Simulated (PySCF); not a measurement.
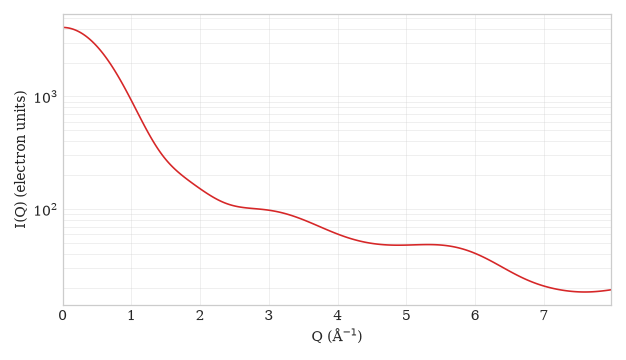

Elastic X-ray scattering of a randomly oriented, rigid molecule, calculated with the Debye equation from neutral-atom form factors (independent atoms, no Compton part, no vibration). The geometry is the end point of an optimisation (PBE0-D3(BJ)/def2-SVP geometry optimisation, gas phase in PySCF); it may be a saddle point or a higher isomer. It contains B, O, C, F, H.

How many electrons does the independent-atom model of the molecule hold?

Answer. I(0) is the square of the electron number: I(0) = 4100, so about 64 electrons, the count of C5H12BFO.

What radius of gyration does the initial fall-off give?

Answer. From I(Q) ≈ I(0) exp(−Q²R²/3) at small Q, R ≈ 2.16 Å. It is larger than the electron-weighted radius of the nuclear positions alone (2.02 Å), because each atom's electron cloud adds to it.
